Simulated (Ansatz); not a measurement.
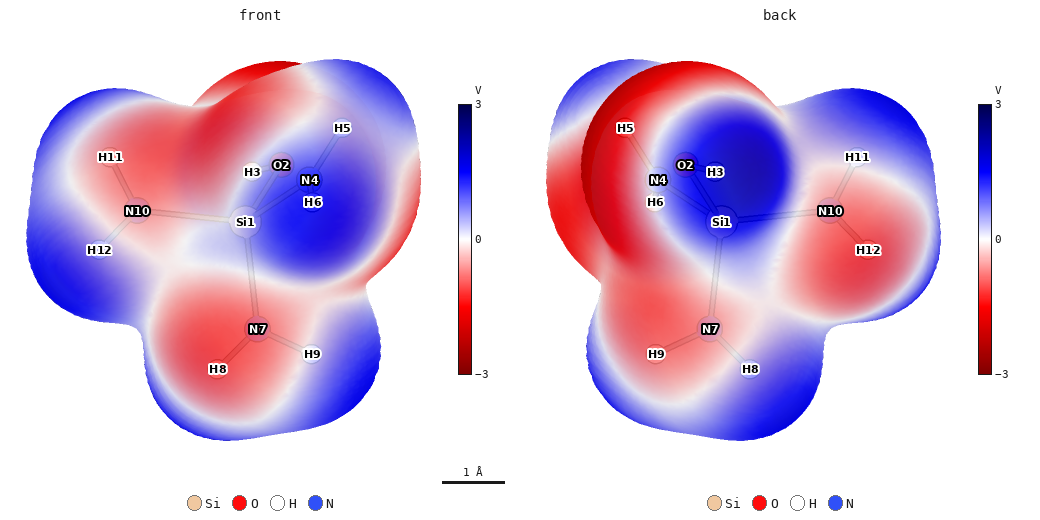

Figure. H₇N₃OSi. The electrostatic potential painted on the density surface at 0.002 e/bohr³, seen from the front and from behind; the colour scale runs from red (negative) to blue (positive).

Computed with RKS PBE/6-31G (Ansatz).

```csv
atom,x (Å),y (Å),z (Å)
Si,-0.0115,-0.0337,-0.0764
O,0.1202,-0.2844,1.6481
H,-0.7081,-0.4915,2.1332
N,1.6936,0.1094,-0.4496
H,2.3960,-0.1574,0.2325
H,2.0422,0.3801,-1.3621
N,-0.7728,1.3859,-0.7739
H,-1.7755,1.4520,-0.9205
H,-0.2672,2.2630,-0.8515
N,-1.0625,-1.3405,-0.6344
H,-1.0320,-2.2698,-0.2246
H,-1.5261,-1.2947,-1.5378
```

Where is the surface potential most negative and most positive?

Answer. The most negative region (about −2.3 V) lies over O2, the most positive (about +2.0 V) over H3. O2 is the likeliest acceptor of a hydrogen bond.
